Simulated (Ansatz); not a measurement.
# Run report: AlHCl2F, geometry relaxation

The run: geometry relaxation of AlHCl2F, multiplicity 2. Method and program: UKS PBE-D4/def2-SVP (Ansatz 0.2.0).

It belongs to a series of runs on one base structure; here: end point A relaxed. Figures and captions count atoms from 1; the log counts them from 0 in places.

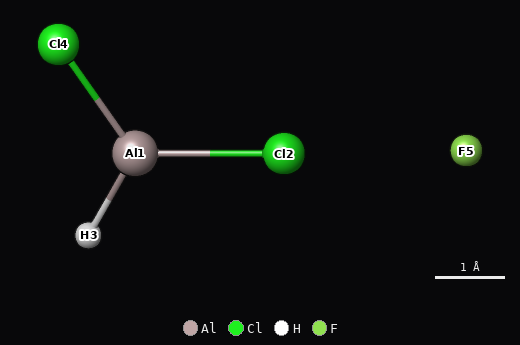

*The input geometry (ball-and-stick view, seen at a tilt; atoms are numbered from 1 in the order of the input). Sticks mark near contacts.*

Bond lengths as drawn: Al–Cl 2.10 to 2.19 Å and Al–H 1.58 Å.

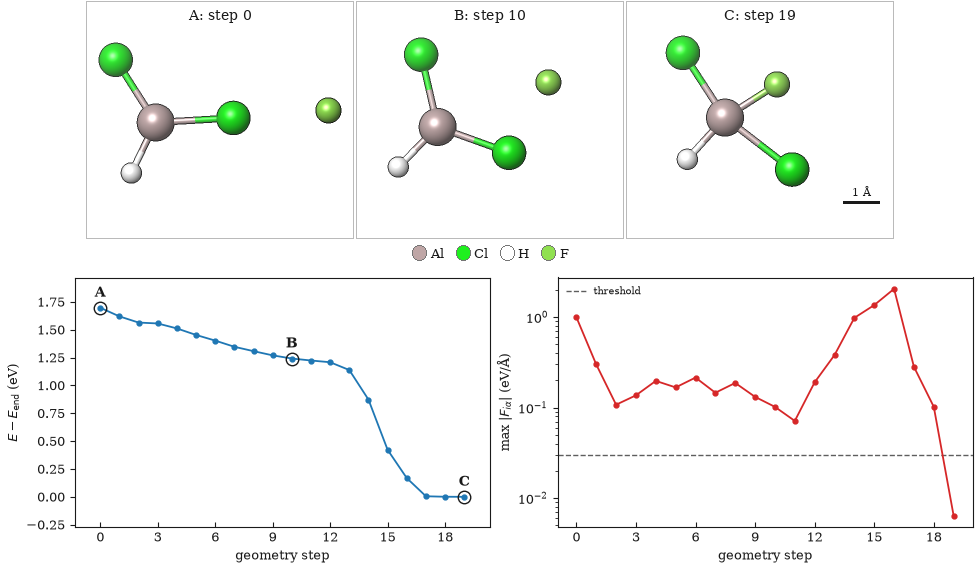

*Frames of the relaxation (ball-and-stick view, seen on its broad side) above the curves, on which the letters mark them (the first geometry is step 0 here and step 1 in the log).*

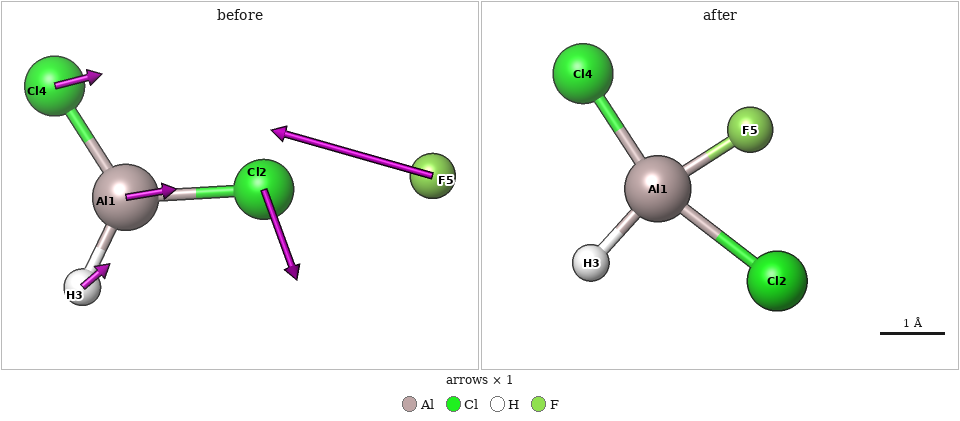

*Before (left) and after (right) the relaxation, at one scale (ball-and-stick view, seen on its broad side). The pink arrows give the displacements, at true length.*

The atom that moves furthest after the best rigid fit is F5 (2.68 Å). By element the largest moves are F 2.68 Å, Cl 1.55 Å, Al 0.84 Å, H 0.59 Å. Distances before and after: Al1–F5 4.878 → 1.735 Å, Al1–Cl2 2.192 → 2.396 Å, Al1–Cl4 2.095 → 2.179 Å. New bonds form: Al1–F5 (4.88 → 1.74 Å). Among the angles that change: Cl2–Al1–Cl4 119.3° → 160.8°, Cl2–Al1–H3 118.9° → 94.4°, H3–Al1–Cl4 121.7° → 104.8°. Over 19 geometry steps the energy falls by 1.697 eV. Largest force component: 1 eV/Å at the start, 0.0064 eV/Å at the end. (Atoms are counted from 1 in the order of the input.)

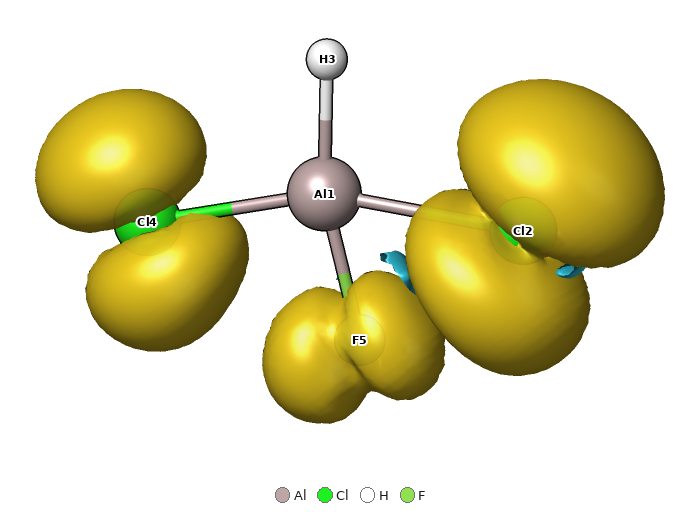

*Isosurfaces of the spin density at +0.006 (yellow) and −0.006 e/Å³ (cyan), seen at a tilt.*

The unpaired spin (1 electron) lies mostly on Cl2 (about 0.5), F5 (about 0.3) and Cl4 (about 0.2), in electrons by Hirshfeld's partition.

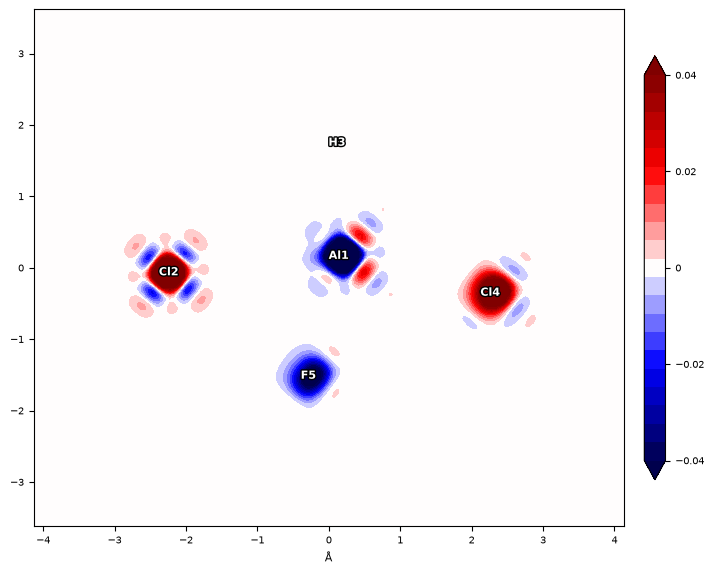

*The LUMO (α) on the molecular plane (values in Å⁻³ᐟ²; the overall sign is arbitrary).*

Its weight (Hirshfeld) is mainly on Al1 (75 %) and Cl4 (10 %); it changes sign across the molecular plane (π type); π-antibonding (a node) across Al1–Cl4. Its energy is −2.01 eV.

The input that produced these results follows, with the program's output.

Input file
```yaml
crystal:
  periodic: [false, false, false]
  atoms:
    - { symbol: Al, position_ang: [-0.02941, 0.0, -0.084287] }
    - { symbol: Cl, position_ang: [-0.00077, 0.0, 2.10786] }
    - { symbol: H, position_ang: [1.341944, 0.0, -0.865607] }
    - { symbol: Cl, position_ang: [-1.869114, 0.0, -1.086947] }
    - { symbol: F, position_ang: [-0.02285, 0.0, 4.79398] }
magnetization:
  spin_polarized: true
  initial_magnetization: 1
basis:
  gaussian: { orbitals: def2-SVP }
hamiltonian:
  xc: pbe
  dispersion: d4
relax:
  f_tol: 0.03
  max_steps: 50
output:
  orbitals: {}
```

Launched with:
```bash
ansatz run input.yaml --threads 2 --pin off --max-ram 3072MiB --backend cpu --events-out ev --progress --plain --runs-dir out
```

What the program printed
```
The last accepted step is kept in [file] (removed where the run ends without a failure and the disk answers)
Engine: ansatz 0.2.0, aarch64-unknown-linux-gnu
Functional definition: PBE
  parameter kappa = 0.804
  parameter beta = 0.06672455060314922
  exchange = pbe_x(kappa = kappa, mu = beta*pi^2/3)
  correlation = pbe_c(beta = beta)
789 factors; their error is unknown
mean field evaluation 1: about -34336.2596 eV, gradient 3.9e1 eV
mean field evaluation 2: about -33990.1863 eV, gradient 1.2e2 eV
mean field evaluation 4: about -34336.3038 eV, gradient 3.6e1 eV
mean field evaluation 8: about -34338.1961 eV, gradient 3.3e1 eV
mean field evaluation 16: about -34346.7699 eV, gradient 1.2e-2 eV
mean field evaluation 32: about -34346.3809 eV, gradient 1.4e0 eV
mean field evaluation 64: about -34346.7700 eV, gradient 1.6e-6 eV
mean field evaluation 96: about -34345.0341 eV, gradient 1.5e1 eV
mean field evaluation 128: about -34346.3809 eV, gradient 1.4e0 eV
mean field -34346.76995374 eV, -1262.2205147232 hartree, gradient 6.8e-6 eV, S^2 0.750945; 11 other end points of the search recorded, 0 dependent functions left out
the calculation of the forces begins
reference -34346.76998552 eV, -1262.2205158911 hartree; 29, 28 occupied and 44, 45 virtual orbitals, 789 factors
relax step   1: F+E_penalty+E_count = -34346.86927542 eV  Δ(F+E_penalty+E_count) = +0.000e0 eV  max|allowed force component| = 9.980e-1 eV/Å  Δτ_max = 0.0000 Å  (503 SCF iters, accepted)
these checks for a lower state are left out or cut short: starts, cluster_reference, orbital_swaps, neighbouring_geometries, increment
789 factors; their error is unknown
mean field -34346.84539726 eV, -1262.2232872214 hartree, gradient 7.0e-6 eV, S^2 0.751001; 0 other end points of the search recorded, 0 dependent functions left out
[... from here on the field's lines of each further geometry are left out, up to the last ...]
relax step   2: F+E_penalty+E_count = -34346.94678768 eV  Δ(F+E_penalty+E_count) = -7.751e-2 eV  max|allowed force component| = 3.000e-1 eV/Å  Δτ_max = 0.1384 Å  (46 SCF iters, accepted)
relax step   3: F+E_penalty+E_count = -34347.00214785 eV  Δ(F+E_penalty+E_count) = -5.536e-2 eV  max|allowed force component| = 1.078e-1 eV/Å  Δτ_max = 0.1904 Å  (38 SCF iters, accepted)
relax step   4: F+E_penalty+E_count = -34347.01032612 eV  Δ(F+E_penalty+E_count) = -8.178e-3 eV  max|allowed force component| = 1.368e-1 eV/Å  Δτ_max = 0.0866 Å  (36 SCF iters, accepted)
relax step   5: F+E_penalty+E_count = -34347.05487947 eV  Δ(F+E_penalty+E_count) = -4.455e-2 eV  max|allowed force component| = 1.976e-1 eV/Å  Δτ_max = 0.1861 Å  (40 SCF iters, accepted)
relax step   6: F+E_penalty+E_count = -34347.11338746 eV  Δ(F+E_penalty+E_count) = -5.851e-2 eV  max|allowed force component| = 1.673e-1 eV/Å  Δτ_max = 0.2000 Å  (39 SCF iters, accepted)
relax step   7: F+E_penalty+E_count = -34347.16411592 eV  Δ(F+E_penalty+E_count) = -5.073e-2 eV  max|allowed force component| = 2.149e-1 eV/Å  Δτ_max = 0.1955 Å  (38 SCF iters, accepted)
relax step   8: F+E_penalty+E_count = -34347.21956734 eV  Δ(F+E_penalty+E_count) = -5.545e-2 eV  max|allowed force component| = 1.461e-1 eV/Å  Δτ_max = 0.1953 Å  (33 SCF iters, accepted)
relax step   9: F+E_penalty+E_count = -34347.25890122 eV  Δ(F+E_penalty+E_count) = -3.933e-2 eV  max|allowed force component| = 1.875e-1 eV/Å  Δτ_max = 0.1949 Å  (38 SCF iters, accepted)
relax step  10: F+E_penalty+E_count = -34347.29664512 eV  Δ(F+E_penalty+E_count) = -3.774e-2 eV  max|allowed force component| = 1.316e-1 eV/Å  Δτ_max = 0.1948 Å  (33 SCF iters, accepted)
relax step  11: F+E_penalty+E_count = -34347.32498189 eV  Δ(F+E_penalty+E_count) = -2.834e-2 eV  max|allowed force component| = 1.020e-1 eV/Å  Δτ_max = 0.1963 Å  (34 SCF iters, accepted)
relax step  12: F+E_penalty+E_count = -34347.34276145 eV  Δ(F+E_penalty+E_count) = -1.778e-2 eV  max|allowed force component| = 7.136e-2 eV/Å  Δτ_max = 0.1949 Å  (33 SCF iters, accepted)
relax step  13: F+E_penalty+E_count = -34347.35828169 eV  Δ(F+E_penalty+E_count) = -1.552e-2 eV  max|allowed force component| = 1.906e-1 eV/Å  Δτ_max = 0.1970 Å  (34 SCF iters, accepted)
relax step  14: F+E_penalty+E_count = -34347.42833126 eV  Δ(F+E_penalty+E_count) = -7.005e-2 eV  max|allowed force component| = 3.810e-1 eV/Å  Δτ_max = 0.1971 Å  (37 SCF iters, accepted)
relax step  15: F+E_penalty+E_count = -34347.69371706 eV  Δ(F+E_penalty+E_count) = -2.654e-1 eV  max|allowed force component| = 9.824e-1 eV/Å  Δτ_max = 0.1958 Å  (36 SCF iters, accepted)
relax step  16: F+E_penalty+E_count = -34348.14464484 eV  Δ(F+E_penalty+E_count) = -4.509e-1 eV  max|allowed force component| = 1.359e0 eV/Å  Δτ_max = 0.1950 Å  (37 SCF iters, accepted)
relax step  17: F+E_penalty+E_count = -34348.39821149 eV  Δ(F+E_penalty+E_count) = -2.536e-1 eV  max|allowed force component| = 2.055e0 eV/Å  Δτ_max = 0.1950 Å  (44 SCF iters, accepted)
relax step  18: F+E_penalty+E_count = -34348.56123122 eV  Δ(F+E_penalty+E_count) = -1.630e-1 eV  max|allowed force component| = 2.826e-1 eV/Å  Δτ_max = 0.1155 Å  (37 SCF iters, accepted)
relax step  19: F+E_penalty+E_count = -34348.56557310 eV  Δ(F+E_penalty+E_count) = -4.342e-3 eV  max|allowed force component| = 1.022e-1 eV/Å  Δτ_max = 0.0295 Å  (38 SCF iters, accepted)
the calculation of the forces begins
reference -34348.45336638 eV, -1262.2823789965 hartree; 29, 28 occupied and 44, 45 virtual orbitals, 789 factors
relax step  20: F+E_penalty+E_count = -34348.56632757 eV  Δ(F+E_penalty+E_count) = -7.545e-4 eV  max|allowed force component| = 6.390e-3 eV/Å  Δτ_max = 0.0104 Å  (39 SCF iters, accepted)
789 factors; their error is unknown
mean field evaluation 320: about -34348.4533 eV, gradient 6.2e-4 eV
mean field evaluation 352: about -34348.2347 eV, gradient 4.2e-1 eV
mean field evaluation 384: about -34347.4347 eV, gradient 9.3e-1 eV
mean field evaluation 416: about -34348.2808 eV, gradient 1.4e0 eV
mean field -34348.45333269 eV, -1262.2823777585 hartree, gradient 1.4e-5 eV, S^2 0.751356; 12 other end points of the search recorded, 0 dependent functions left out
the calculation of the forces begins
reference -34348.45336638 eV, -1262.2823789965 hartree; 29, 28 occupied and 44, 45 virtual orbitals, 789 factors
Total energy: -34348.56636126 eV, -1262.2865314818 hartree
Atom 0 at    -0.120731     0.000000     0.749808 Å, force     0.006390    -0.000000    -0.001416 eV/Å
Atom 1 at     1.577634    -0.000000     2.439626 Å, force     0.001545     0.000000     0.000941 eV/Å
Atom 2 at     0.905467    -0.000000    -0.452468 Å, force    -0.003466    -0.000000    -0.001490 eV/Å
Atom 3 at    -2.084949     0.000000    -0.192854 Å, force     0.001483     0.000000     0.002112 eV/Å
Atom 4 at    -0.857621    -0.000000     2.320887 Å, force    -0.005952    -0.000000    -0.000148 eV/Å
Dipole moment:     0.206072    -0.000000    -0.082878 e Å
```

Trajectory as extended XYZ (Å, eV, eV/Å), 20 frames, from step=1 to step=20
```
5
Properties=species:S:1:pos:R:3:forces:R:3 step=1 energy=-34346.86927
Al   -0.0294    0.0000   -0.0843    0.0476   0.0000   0.9980
Cl   -0.0008    0.0000    2.1079    0.0015   0.0000  -0.7406
H     1.3419    0.0000   -0.8656    0.0187   0.0000   0.0234
Cl   -1.8691    0.0000   -1.0869   -0.0506   0.0000   0.0289
F    -0.0228    0.0000    4.7940   -0.0172   0.0000  -0.3097
5
Properties=species:S:1:pos:R:3:forces:R:3 step=2 energy=-34346.94679
Al   -0.0236    0.0000   -0.0445    0.0022   0.0000   0.3000
Cl    0.0120    0.0000    2.0895    0.0287   0.0000   0.0185
H     1.3530    0.0000   -0.8170   -0.0033   0.0000  -0.0204
Cl   -1.8803    0.0000   -1.0198   -0.0081   0.0000  -0.0009
F    -0.0413    0.0000    4.6569   -0.0196   0.0000  -0.2971
5
Properties=species:S:1:pos:R:3:forces:R:3 step=3 energy=-34347.00215
Al   -0.0213    0.0000    0.0198   -0.0529   0.0000  -0.1078
Cl    0.0306    0.0000    2.1408    0.0724   0.0000   0.0556
H     1.3395    0.0000   -0.7871   -0.0054   0.0000   0.0600
Cl   -1.8713    0.0000   -0.9757    0.0254   0.0000   0.0704
F    -0.0577    0.0000    4.4672   -0.0395   0.0000  -0.0783
5
Properties=species:S:1:pos:R:3:forces:R:3 step=4 energy=-34347.01033
Al   -0.0213    0.0000    0.0258   -0.0624   0.0000  -0.0901
Cl    0.0739    0.0000    2.1440    0.1368   0.0000  -0.0264
H     1.3478    0.0000   -0.7627   -0.0090   0.0000  -0.0017
Cl   -1.8886    0.0000   -0.9297    0.0127   0.0000   0.0239
F    -0.0921    0.0000    4.3877   -0.0781   0.0000   0.0943
5
Properties=species:S:1:pos:R:3:forces:R:3 step=5 energy=-34347.05488
Al   -0.0171    0.0000    0.0247   -0.0815   0.0000   0.0635
Cl    0.2597    0.0000    2.1341    0.1976   0.0000  -0.0679
H     1.3465    0.0000   -0.7677   -0.0220   0.0000  -0.1219
Cl   -1.9325    0.0000   -0.8284    0.0558   0.0000   0.0244
F    -0.2368    0.0000    4.3022   -0.1498   0.0000   0.1019
5
Properties=species:S:1:pos:R:3:forces:R:3 step=6 energy=-34347.11339
Al    0.0063    0.0000    0.0515   -0.0177   0.0000   0.0544
Cl    0.4365    0.0000    2.1367    0.1673   0.0000  -0.0447
H     1.3271    0.0000   -0.8102   -0.0395   0.0000  -0.1394
Cl   -1.9505    0.0000   -0.6990    0.0535   0.0000   0.0502
F    -0.3996    0.0000    4.1861   -0.1636   0.0000   0.0795
5
Properties=species:S:1:pos:R:3:forces:R:3 step=7 energy=-34347.16412
Al    0.0337    0.0000    0.0694   -0.0127   0.0000   0.2149
Cl    0.5941    0.0000    2.1342    0.0177   0.0000  -0.0390
H     1.3165    0.0000   -0.8451   -0.0631   0.0000  -0.1830
Cl   -1.9690    0.0000   -0.5614    0.1496   0.0000   0.0744
F    -0.5554    0.0000    4.0680   -0.0915   0.0000  -0.0673
5
Properties=species:S:1:pos:R:3:forces:R:3 step=8 energy=-34347.21957
Al    0.0869    0.0000    0.1157    0.0709   0.0000   0.0166
Cl    0.7051    0.0000    2.1641    0.0166   0.0000  -0.0233
H     1.2753    0.0000   -0.9389   -0.1296   0.0000   0.0695
Cl   -1.9399    0.0000   -0.4216    0.0725   0.0000   0.0833
F    -0.7076    0.0000    3.9457   -0.0304   0.0000  -0.1461
5
Properties=species:S:1:pos:R:3:forces:R:3 step=9 energy=-34347.25890
Al    0.1059    0.0000    0.1620    0.0953   0.0000  -0.0191
Cl    0.8196    0.0000    2.1810   -0.0742   0.0000   0.0099
H     1.2454    0.0000   -0.9446   -0.1129   0.0000   0.0865
Cl   -1.9340    0.0000   -0.3179    0.0619   0.0000   0.1102
F    -0.8171    0.0000    3.7845    0.0299   0.0000  -0.1875
5
Properties=species:S:1:pos:R:3:forces:R:3 step=10 energy=-34347.29665
Al    0.1337    0.0000    0.1957    0.0152   0.0000  -0.0064
Cl    0.8786    0.0000    2.2010    0.0163   0.0000   0.0186
H     1.2327    0.0000   -0.9458   -0.0719   0.0000   0.0682
Cl   -1.9221    0.0000   -0.1955    0.0349   0.0000   0.0511
F    -0.9030    0.0000    3.6096    0.0056   0.0000  -0.1316
5
Properties=species:S:1:pos:R:3:forces:R:3 step=11 energy=-34347.32498
Al    0.1367    0.0000    0.2492   -0.0102   0.0000   0.0091
Cl    0.9622    0.0000    2.2256   -0.0103   0.0000   0.0312
H     1.2064    0.0000   -0.9115   -0.0148   0.0000   0.0076
Cl   -1.9213    0.0000   -0.1213    0.0210   0.0000   0.0542
F    -0.9643    0.0000    3.4231    0.0144   0.0000  -0.1020
5
Properties=species:S:1:pos:R:3:forces:R:3 step=12 energy=-34347.34276
Al    0.1488    0.0000    0.2910   -0.0591   0.0000   0.0488
Cl    1.0227    0.0000    2.2510   -0.0051   0.0000   0.0371
H     1.1913    0.0000   -0.8937   -0.0133   0.0000   0.0062
Cl   -1.9179    0.0000   -0.0211    0.0211   0.0000  -0.0208
F    -1.0252    0.0000    3.2379    0.0565   0.0000  -0.0714
5
Properties=species:S:1:pos:R:3:forces:R:3 step=13 energy=-34347.35828
Al    0.1336    0.0000    0.3664   -0.0942   0.0000   0.0446
Cl    1.1134    0.0000    2.2832   -0.0748   0.0000   0.0981
H     1.1496    0.0000   -0.8429    0.0017   0.0000   0.0236
Cl   -1.9267    0.0000    0.0159   -0.0233   0.0000  -0.0638
F    -1.0502    0.0000    3.0424    0.1906   0.0000  -0.1024
5
Properties=species:S:1:pos:R:3:forces:R:3 step=14 energy=-34347.42833
Al    0.0841    0.0000    0.4590   -0.2728   0.0000   0.2473
Cl    1.2104    0.0000    2.3122   -0.0376   0.0000   0.1929
H     1.1015    0.0000   -0.7527   -0.0084   0.0000   0.0258
Cl   -1.9601    0.0000   -0.0020   -0.0622   0.0000  -0.1304
F    -1.0161    0.0000    2.8483    0.3810   0.0000  -0.3357
5
Properties=species:S:1:pos:R:3:forces:R:3 step=15 energy=-34347.69372
Al    0.0153    0.0000    0.5651   -0.6665   0.0000   0.6917
Cl    1.2991    0.0000    2.3454    0.2765   0.0000   0.3422
H     1.0406    0.0000   -0.6491   -0.0292   0.0000   0.0856
Cl   -1.9962    0.0000   -0.0646   -0.1211   0.0000  -0.1371
F    -0.9390    0.0000    2.6683    0.5403   0.0000  -0.9824
5
Properties=species:S:1:pos:R:3:forces:R:3 step=16 energy=-34348.14465
Al   -0.0415    0.0000    0.6557   -0.5991   0.0000   0.7636
Cl    1.3604    0.0000    2.3994    0.8288   0.0000   0.3652
H     0.9965    0.0000   -0.5924   -0.2718   0.0000   0.4209
Cl   -2.0308    0.0000   -0.0858   -0.2275   0.0000  -0.1908
F    -0.8648    0.0000    2.4880    0.2696   0.0000  -1.3589
5
Properties=species:S:1:pos:R:3:forces:R:3 step=17 energy=-34348.39821
Al   -0.1082    0.0000    0.7566    1.0176   0.0000  -2.0553
Cl    1.4447    0.0000    2.4452    1.1789   0.0000   0.3924
H     0.9530    0.0000   -0.5265   -0.5801   0.0000   0.7298
Cl   -2.0668    0.0000   -0.1134   -0.3457   0.0000  -0.2648
F    -0.8028    0.0000    2.3031   -1.2708   0.0000   1.1979
5
Properties=species:S:1:pos:R:3:forces:R:3 step=18 energy=-34348.56123
Al   -0.1158    0.0000    0.7432   -0.2677   0.0000   0.2522
Cl    1.5592    0.0000    2.4294    0.1025   0.0000   0.0634
H     0.9091    0.0000   -0.4500    0.0576   0.0000  -0.0913
Cl   -2.0843    0.0000   -0.1954    0.0673   0.0000   0.0583
F    -0.8483    0.0000    2.3377    0.0402   0.0000  -0.2826
5
Properties=species:S:1:pos:R:3:forces:R:3 step=19 energy=-34348.56557
Al   -0.1203    0.0000    0.7475    0.0591   0.0000  -0.0100
Cl    1.5829    0.0000    2.4463   -0.0391   0.0000  -0.0344
H     0.9042    0.0000   -0.4526    0.0226   0.0000  -0.0214
Cl   -2.0863    0.0000   -0.1871   -0.0302   0.0000  -0.0364
F    -0.8606    0.0000    2.3109   -0.0123   0.0000   0.1022
5
Properties=species:S:1:pos:R:3:forces:R:3 step=20 energy=-34348.56633
Al   -0.1207    0.0000    0.7498    0.0064   0.0000  -0.0014
Cl    1.5776    0.0000    2.4396    0.0015   0.0000   0.0009
H     0.9055    0.0000   -0.4525   -0.0035   0.0000  -0.0015
Cl   -2.0849    0.0000   -0.1929    0.0015   0.0000   0.0021
F    -0.8576    0.0000    2.3209   -0.0060   0.0000  -0.0001
```

Summary

| quantity | value |
| --- | --- |
| outcome | converged |
| total energy | −34348.5664 eV |
| mean-field energy | −34348.4534 eV |
| ⟨S²⟩ | 0.751 |
| largest force (length of the vector) at the end | 0.007 eV/Å |
| hardware | 2 threads of Arm Neoverse V2, 24 GiB of memory available, shared host |
| wall time | 52 s (CPU time 1.7 min) |
| peak memory | 0.18 GiB |
